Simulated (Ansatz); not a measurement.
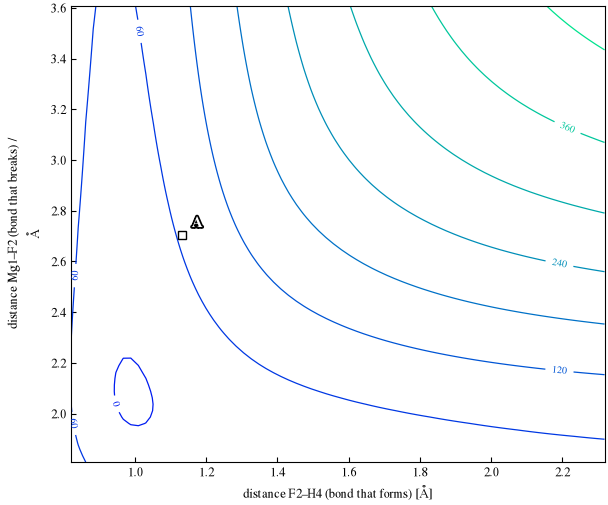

The reacting system CH4BrFMg (fragments CH₄BrFMg where the first distance is long, CH₃BrMg + FH where the second is long). The first coordinate is: distance F2–H4 (bond that forms); the second: distance Mg1–F2 (bond that breaks). Relaxed at each point: all other coordinates. The scan uses an 8 × 8 grid. Points are written as (first, second). Energies: kJ/mol, counted from the lowest grid point. The reference is spin-restricted, so regions where a bond is pulled apart into radicals lie too high. The calculation used RKS B3LYP-D4/def2-SVP (Ansatz).

Drawn: contour lines labelled in kJ/mol, the point A. Between grid points the surface is interpolated.

> Is A at rest? If not, where is it pushed?

A, at (1.132 Å, 2.703 Å), is not a stationary point. The computed force is 340 kJ/mol for each Å towards smaller values of the first coordinate and 73 kJ/mol for each Å towards smaller values of the second coordinate.
